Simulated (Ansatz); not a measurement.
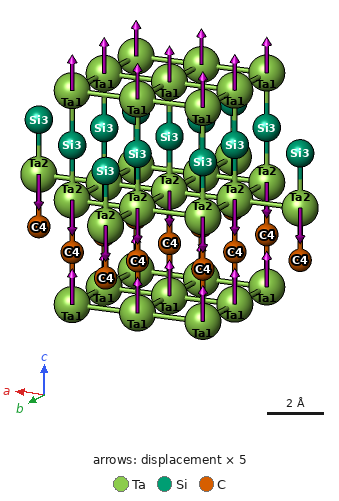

This is a relaxation of crystalline Ta2SiC (a generated structure, set up in P4/mmm) (coarse preliminary run). The starting structure is drawn; purple arrows show the displacements (the part carried along by the change of the cell is left out), 5 times their true length.

The picture is a ball-and-stick view of the atoms within 5.8 Å of the atom that moves most (axes of the cell of the calculation), seen from a free direction.

Computed with DFT PBE, scalar-relativistic, plane waves, PAW in Ansatz 0.2.0.

Input file:
```yaml
crystal:
  lattice:
    - [2.6002437, 0.0, 0.0]
    - [0.0, 2.6002437, 0.0]
    - [0.0, 0.0, 7.93207054]
  atoms:
    - { symbol: Ta, position: [0.0, 0.0, 0.75566827] }
    - { symbol: Ta, position: [0.0, 0.0, 0.24433173] }
    - { symbol: Si, position: [0.0, 0.0, 0.5] }
    - { symbol: C, position: [0.0, 0.0, 0.0] }
basis:
  ecutwfc: 420
kpoints:
  mp_grid: { grid: [6, 6, 2] }
hamiltonian:
  xc: pbe
scf:
  occupations: { method: gaussian, width: 0.1 }
  lower_state_search: "off"
output:
  forces: true
  stress: true
  eigenvalues: true
relax:
  adjacent_minimum: "off"
  f_tol: 0.04
  max_steps: 70
  cell: { stress_tol: 0.4 }
```

Command:
```bash
ansatz run input.yaml --threads 1 --pin off --max-ram 2048MiB --backend cpu --events-out ev --progress --plain --runs-dir out
```

> Describe the change and its energy.

Over 8 accepted moves (10 points after the start) the energy falls by 1409 meV per atom. Largest force component: 8.8 eV/Å at the start, 0.0012 eV/Å at the end. The pressure goes from 72.86 to 0.03 GPa. At 2 points the geometry stayed and the basis and grid were re-selected for the new cell (energy shift of 13.5 meV per atom at most each time). The largest moves relative to the cell, 0.27 Å, are those of Ta1 and Ta2. Ta2 goes along −c. Si and C stay in place. The drawn cell changes as follows: a = b 2.600 → 2.720 Å (+4.6 %), c 7.932 → 9.480 Å (+19.5 %); the volume changes by +30.8 %. Some distances before and after: Ta1–Si3 2.028 → 2.695 Å, Ta1–Ta1 2.600 → 2.720 Å, Ta1–C4 1.938 → 2.045 Å. The space group stays P4/mmm (No. 123).

Limits of the set-up: the k-point mesh is coarse for a cell with partly filled bands.
